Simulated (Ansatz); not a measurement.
Ga$_{4}$As$_{3}$N

Input file:

```
crystal:
  lattice:
    - [3.8102281596, 0.0, 0.0]
    - [0.0, 7.6830020085, 0.0]
    - [0.0, 0.0, 5.3050399215]
  atoms:
    - { symbol: "N", position: [0.0, 0.0, 0.0066247972] }
    - { symbol: Ga, position: [0.5, 0.0, 0.8163264172] }
    - { symbol: As, position: [0.5, 0.7697730987, 0.5015582075] }
    - { symbol: Ga, position: [0.0, 0.7893174785, 0.2230693236] }
    - { symbol: As, position: [0.0, 0.5, 0.0021175354] }
    - { symbol: Ga, position: [0.5, 0.5, 0.7256761881] }
    - { symbol: As, position: [0.5, 0.2302269013, 0.5015582075] }
    - { symbol: Ga, position: [0.0, 0.2106825215, 0.2230693236] }
kpoints:
  mp_grid: { grid: [4, 2, 4] }
  band_path:
    path:
      - [0.0, 0.0, 0.0]
      - [0.5, 0.0, 0.0]
      - [0.5, 0.5, 0.0]
      - [0.0, 0.5, 0.0]
      - [0.0, 0.0, 0.5]
      - [0.5, 0.0, 0.5]
      - [0.5, 0.5, 0.5]
      - [0.0, 0.5, 0.5]
      - [0.0, 0.0, 0.1]
    npoints: 1
hamiltonian:
  xc: hse06
scf:
  occupations: { method: fermi_dirac, width: 0.02 }
  n_extra_bands: 6
output:
  forces: true
  stress: true
  eigenvalues: true
  write_density: true
  write_potential: true
  elf: true
  volumetric_format: npy
```

Launched as:

```sh
ansatz run input.yaml --threads 4 --pin off --max-ram 6451MiB --backend cpu --events-out ev --progress --plain --runs-dir out
```

Below, planes, directions and counts refer to the conventional cell (a = 3.81 Å, b = 7.68 Å, c = 5.31 Å, α = 90.00°, β = 90.00°, γ = 90.00°).

Space group Pmm2; started from the ordered alloy on zincblende lattice prototype, which need not be the ambient phase.

The calculation used DFT, HSE06, plane waves, PAW in Ansatz.

**What can the converged valence pseudo-density and electron localisation function tell about the bonding?**

Ga–N (1.98 Å): ρ at the midpoint is about 0.7 e/Å³; the ELF peaks at about 0.85 in the valence shell of N, 0.7 Å from its nucleus, and is about 0.50 at the midpoint.
Ga–As (2.51 Å): the density is about 0.46 e/Å³ at the midpoint; the ELF peaks at about 0.80 between the atoms; a covalent bond.

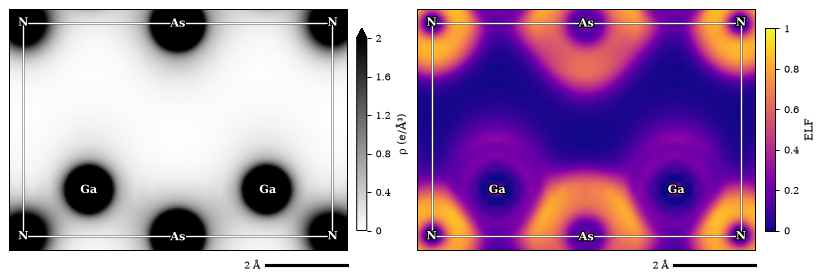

Computed valence pseudo-density and electron localisation function on the (100) plane of the conventional cell, in this order. 

In a PAW calculation such maps are meaningful between the atoms, not at the nuclei.
